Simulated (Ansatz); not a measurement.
CH₇AlBNO₂

The calculation's input:

```
crystal:
  periodic: [false, false, false]
  atoms:
    - { symbol: O, position_ang: [0.7402, -2.5958, -0.3248] }
    - { symbol: C, position_ang: [-0.2175, -1.5209, -0.0442] }
    - { symbol: O, position_ang: [-0.7849, -1.7304, 1.2222] }
    - { symbol: "N", position_ang: [0.5535, -0.2106, -0.0993] }
    - { symbol: B, position_ang: [-0.5023, 0.9373, 0.0357] }
    - { symbol: Al, position_ang: [0.1992, 2.902, 0.0679] }
    - { symbol: H, position_ang: [0.8788, -2.5191, -1.312] }
    - { symbol: H, position_ang: [-1.0115, -1.5289, -0.7902] }
    - { symbol: H, position_ang: [0.0138, -1.7112, 1.915] }
    - { symbol: H, position_ang: [0.9122, -0.1197, -1.0202] }
    - { symbol: H, position_ang: [-1.6743, 0.7576, 0.2148] }
    - { symbol: H, position_ang: [1.7817, 3.1752, -0.0806] }
    - { symbol: H, position_ang: [-0.8684, 4.1296, 0.2306] }
basis:
  gaussian: { orbitals: def2-SVP }
hamiltonian:
  xc: hf
relax:
  f_tol: 0.02
  max_steps: 50
output:
  orbitals: {}
```

Command:

```sh
ansatz run input.yaml --threads 2 --pin off --max-ram 3072MiB --backend cpu --events-out ev --progress --plain --runs-dir out
```

The fields are those of the run's last geometry, not of the input's.

Theory: RHF/def2-SVP in Ansatz.

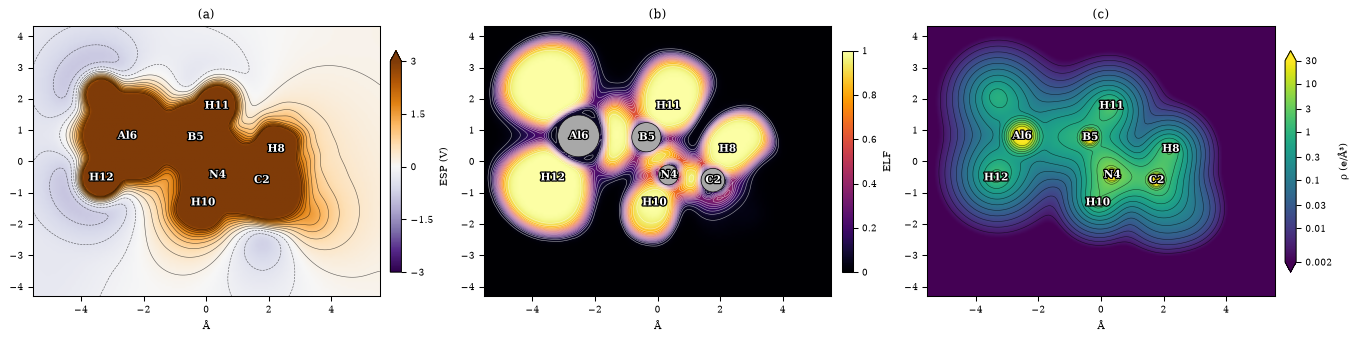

Figure 1. (a) electrostatic potential; (b) electron localisation function; (c) total electron density on the plane of atoms C2, N4 and B5. Grey discs cover the atomic cores in the ELF map.

### What do the fields say about this system?

- The plane passes through C, N, B, Al and H nuclei.
- B–N (1.40 Å): the density is about 2 e/Å³ at the midpoint; the ELF peaks at about 0.95 between the atoms, as expected for a polar covalent bond.
- C–N (1.43 Å): the density is about 2.2 e/Å³ at the midpoint; the ELF peaks at about 0.95 between the atoms: a covalent bond.
- Al–B (2.17 Å): ρ is about 0.61 e/Å³ halfway; the ELF peaks at about 1 between the atoms: a covalent bond.
- N–H (1.00 Å): ρ is about 2.9 e/Å³ halfway; the ELF climbs to about 1 towards the hydrogen, as it does in any bond to H; an ordinary covalent bond to hydrogen.
- C–H (1.09 Å): the density is about 2.2 e/Å³ at the midpoint; the ELF climbs to about 1 towards the hydrogen: a covalent bond by its length.
- Outside the dense part of the molecule the potential is most negative (−0.9 V) near H12.

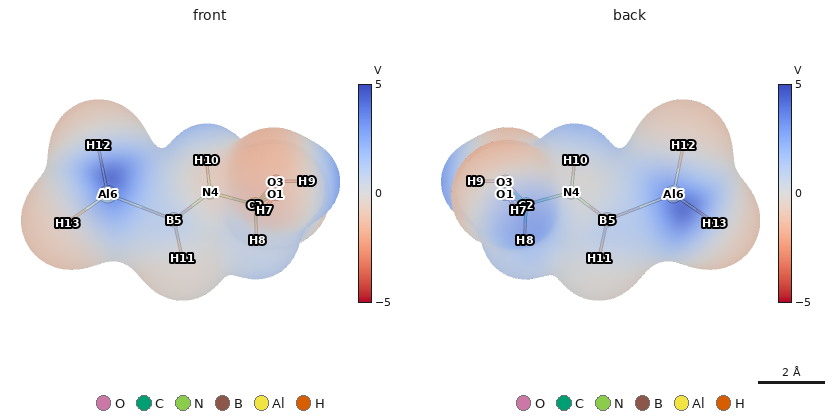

Figure 2. The molecular electrostatic potential painted on the density surface at 0.002 e/bohr³, seen from the front and from behind; the colour scale runs from red (negative) to blue (positive).

### Which sites attract a positive test charge, and which a negative one?

A positive charge is drawn to the negative regions and a negative charge to the positive ones. The most negative region (about −1.6 V) lies over O3, the most positive (about +4.1 V) over Al6. O3 is the likeliest acceptor of a hydrogen bond.

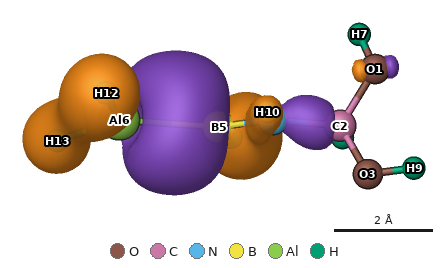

Figure 3. The HOMO at ±0.1 Å⁻³ᐟ² (orange and purple are the two phases), seen from one side.

### Describe this orbital and give its energy.

By Hirshfeld shares it lies mainly on B5 (about 40 %), Al6 (about 30 %), H11 (about 10 %) and H12 (about 10 %). Its energy is −9.86 eV.

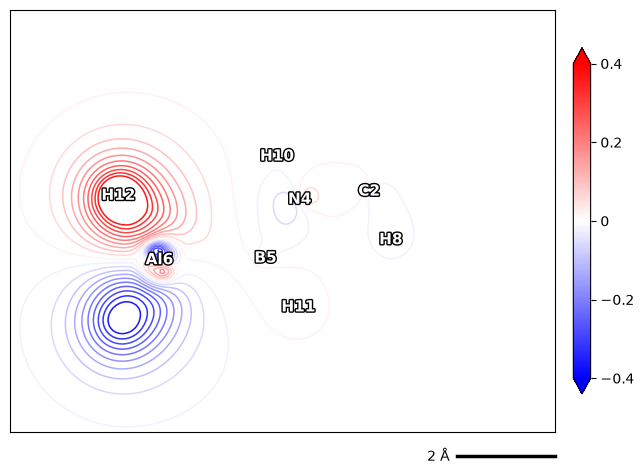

Figure 4. The HOMO−1 on the plane of atoms C2, N4 and H10 (values in Å⁻³ᐟ²; the overall sign is arbitrary).

### What is the character of this orbital?

Its weight (Hirshfeld) is mainly on Al6 (about 35 %), H13 (about 35 %) and H12 (about 30 %). Its energy is −11.32 eV.
